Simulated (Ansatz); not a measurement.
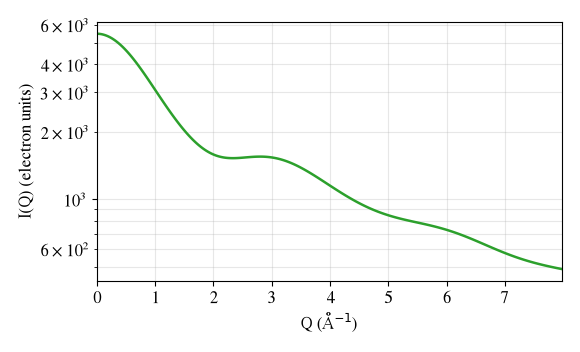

Elastic X-ray scattering of a randomly oriented, rigid molecule, calculated with the Debye equation from neutral-atom form factors (independent atoms, no Compton part, no vibration). The geometry is the end point of an optimisation (Ansatz 0.2.0, RKS r2SCANh/def2-SVP); it may be a saddle point or a higher isomer. It contains N, Cd, S, H.

### How many electrons does the independent-atom model of the molecule hold?

I(0) is the square of the electron number: I(0) = 5480, so about 74 electrons, the count of CdH3NS.

### What radius of gyration does the initial fall-off give?

From I(Q) ≈ I(0) exp(−Q²R²/3) at small Q, R ≈ 1.46 Å. It is larger than the electron-weighted radius of the nuclear positions alone (1.33 Å), because each atom's electron cloud adds to it.
